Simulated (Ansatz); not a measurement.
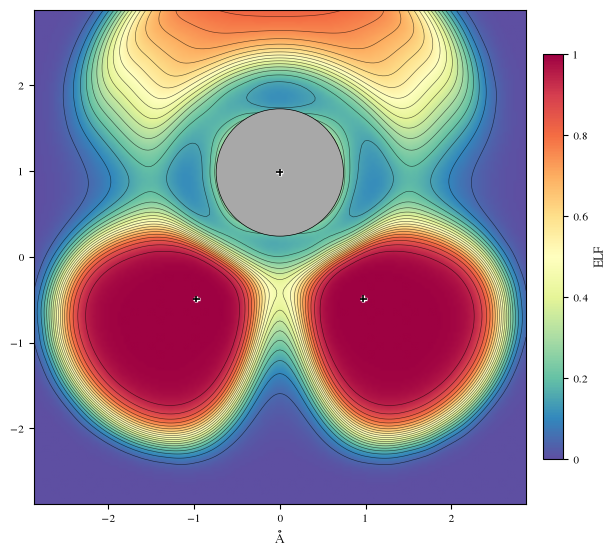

The ELF on a plane through atoms (crosses mark nuclei in the plane; grey discs cover the cores).

All numbers below come from Ansatz, UKS PBE0-D4/def2-TZVP.

Candidates:
A. CuH2 (quartet)
B. Br2Ge (charge +1, doublet)
C. Nb2S2 (charge +1, quartet)

Q: Which candidate gave the map?

A: Candidate A: CuH2 on the molecular plane, which holds Cu and H. Cu–H (1.77 Å): the ELF climbs to about 1 towards the hydrogen.
